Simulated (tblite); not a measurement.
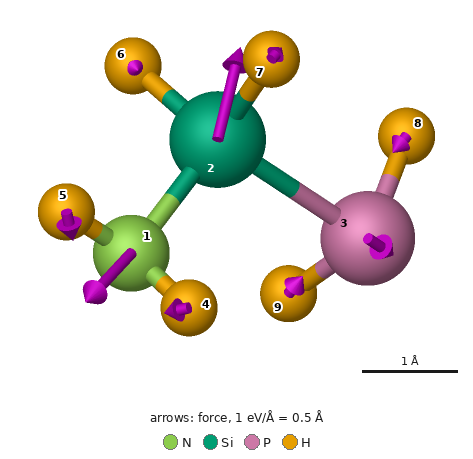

Starting geometry of SiPNH6 with the computed forces as purple arrows. A ball-and-stick model, seen from a free direction.

All numbers below come from GFN2-xTB geometry optimisation, gas phase (tblite). 

Is this structure relaxed? If not, where do the atoms go?

It isn't relaxed: the largest force vector, on N1, is 2.32 eV/Å. The final displacements follow the starting forces only in part (cosine between the two patterns 0.33). Over 46 geometry steps the energy falls by 6.04 kcal/mol. H7 moves most after the best rigid fit: 0.34 Å. By element the largest moves are H 0.34 Å, N 0.10 Å, Si 0.07 Å, P 0.06 Å. Near-neighbour distances that change, for instance: Si2–P3 2.197 → 2.241 Å, N1–Si2 1.677 → 1.719 Å, P3–H8 1.407 → 1.381 Å, N1–H4 1.025 → 1.007 Å. Among the angles between lasting bonds that change: Si2–N1–H5 109.3° → 119.8°, Si2–N1–H4 109.5° → 119.4°, N1–Si2–H7 107.3° → 116.8°. The run took 0.16 s on 1 thread of Arm Neoverse V1, on a shared host.
